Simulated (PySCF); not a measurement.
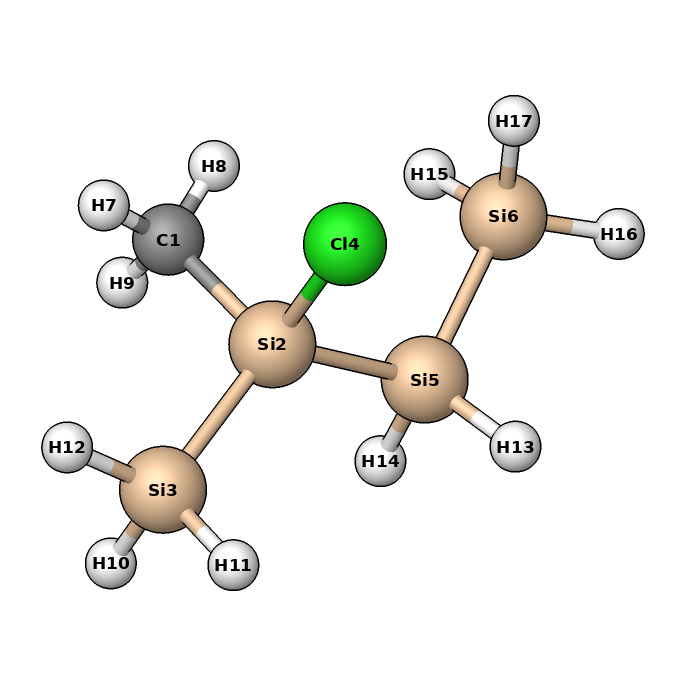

Every bond is drawn as one stick. The computed structure is the end point of a GFN2-xTB optimisation. No frequency run is at hand to confirm it as a minimum. Method: PBE0/pcSseg-1 (PySCF 2.14.0).

List the Mayer bond orders of C1–Si2, Si2–Si3, Si2–Cl4, Si2–Si5, Si5–Si6 (bonds between heavy atoms, one of each equivalent set).

```csv
bond,Mayer order,length (Å)
C1–Si2,0.94,1.916
Si2–Si3,0.89,2.338
Si2–Cl4,0.90,2.085
Si2–Si5,0.86,2.343
Si5–Si6,0.89,2.324
```

The geometry is semi-empirical. Around Si such bond lengths and angles can be off by a tenth of an ångström or more and by several degrees, and values that hang on the shape move with them.
